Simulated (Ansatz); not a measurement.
# Calculations on Si₂H₇OCl

**1. Relaxation**

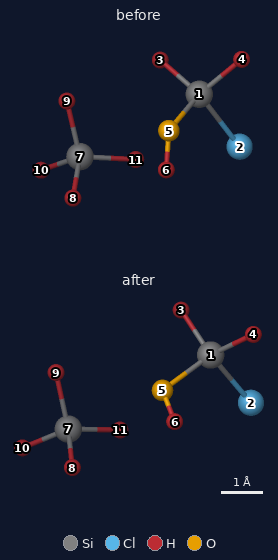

The structure of Si2H7OCl before (top) and after (bottom) a relaxation, at one scale.

The picture is a ball-and-stick view, seen from a free direction.

The run prepares an end point of a later path (reaction) calculation, from a guessed geometry.

Method: Ansatz 0.2.0, RKS PBE-D4/def2-SVP. Set-up: no spin polarisation; force threshold 0.03 eV/Å; at most 50 steps.

Q: Summarise the run.

A: Over 15 accepted moves (19 points after the start) the energy falls by 0.207 eV. Largest force component: 0.69 eV/Å at the start, 0.019 eV/Å at the end. The line search rejected the trial steps at points 3, 7, 10, 14 of the run. H3 moves most after the best rigid fit: 0.65 Å. By element the largest moves are H 0.65 Å, O 0.39 Å, Si 0.36 Å, Cl 0.35 Å. Near-neighbour distances that change, for instance: Si1–Si7 3.433 → 4.090 Å, Si1–Cl2 2.116 → 2.083 Å, Si7–H11 1.476 → 1.502 Å. Among the angles between lasting bonds that change: H3–Si1–O5 112.8° → 105.2°, H4–Si1–O5 107.8° → 111.7°, H3–Si1–H4 110.6° → 112.6°. Groups turn about Si1–O5 by about 70°.

Limits of the set-up: the start holds two separate molecules, 2.5 Å apart at their closest, whose relative position is a soft coordinate.

**2. Relaxation**

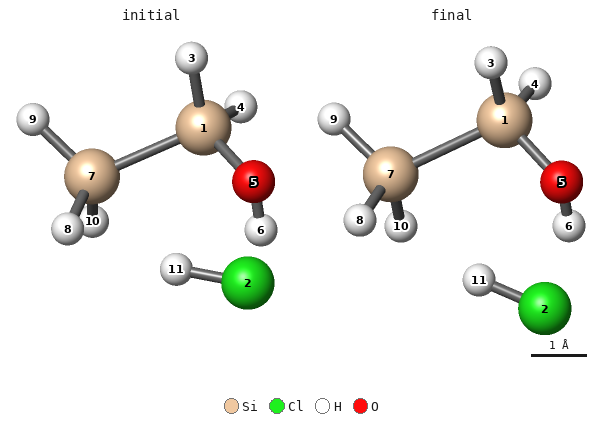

The structure of Si$_{2}$H$_{7}$OCl before (left) and after (right) a relaxation, at one scale.

Style: ball-and-stick. Shown at a tilt.

The run prepares an end point of a later path (reaction) calculation, from a guessed geometry.

Theory: RKS PBE-D4/def2-SVP (Ansatz 0.2.0). Settings: no spin polarisation; force threshold 0.03 eV/Å; at most 50 steps.

What changed between the two?

Answer. Cl2 moves most after the best rigid fit: 0.47 Å. Largest moves by element: Cl 0.47 Å, H 0.47 Å, O 0.26 Å, Si 0.17 Å. Among the contacts that change: Si1–Si7 2.263 → 2.367 Å, Cl2–H11 1.347 → 1.312 Å. Among the angles between lasting bonds that change: Si1–O5–H6 110.7° → 113.4°, Si1–Si7–H10 112.1° → 110.0°. Groups turn about Si1–Si7 by about 20°. After 8 accepted moves (9 points after the start) the energy has fallen by 3.60 kcal/mol. Largest force component: 0.87 eV/Å at the start, 0.014 eV/Å at the end. The line search rejected the trial step at point 6 of the run. The run took 23 s on 2 threads of Arm Neoverse V1, on a shared host, peak memory 0.14 GiB.

**3. Path**

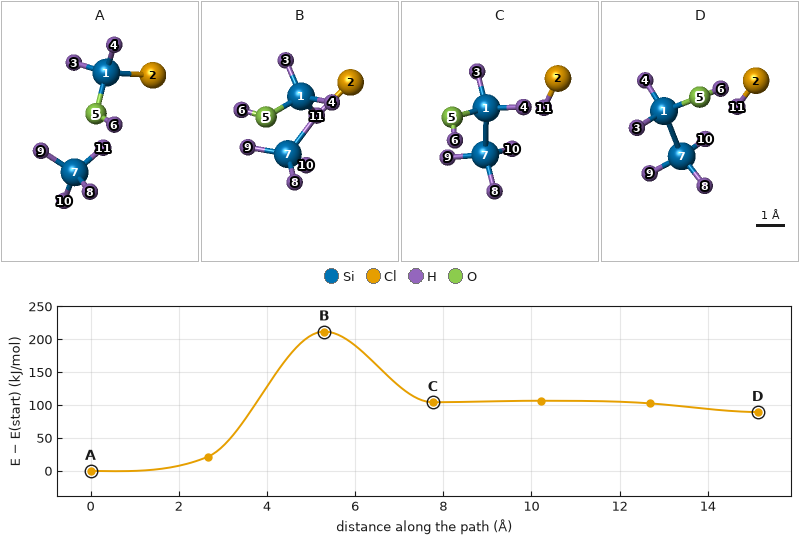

A nudged-elastic-band calculation for Si$_{2}$H$_{7}$OCl, made up at the start of SiH₃OCl and SiH$_{4}$. Images are numbered from 0 (start) to 6 (end). Frames A to D are images 0, 2, 3, 6. Style: ball-and-stick. Shown from a free direction.

These are results of RKS PBE-D4/def2-SVP in Ansatz 0.2.0, not measurements. Set-up: 5 movable images; climbing image; force threshold 0.05 eV/Å; iteration limit 60; starting path through a guess of the saddle point.

Q: Read off the barrier and say what moves.

A: The path has more than one stage, and so few images may leave a stage unresolved. Breaking: Si1–Cl2 (2.08 → 2.55 at the top → 3.86 Å), Si7–H11 (1.50 → 1.76 at the top → 2.77 Å). Forming: Cl2–H11 (3.32 → 1.74 at the top → 1.31 Å), Si1–Si7 (4.09 → 2.62 at the top → 2.37 Å). The energy climbs by 211.9 kJ/mol to image 2 and then falls by 122.5 kJ/mol, so the end point sits at +89.5 kJ/mol. The band converged in 39 iterations. The largest component of the band force went from 10 to 0.039 eV/Å. The climbing image converged on the top of the path. Its vibrational analysis gives one imaginary mode (598i cm⁻¹), as a transition state must have.

Limits of the set-up: the start holds two separate molecules, 3.0 Å apart at their closest, whose relative position is a soft coordinate.
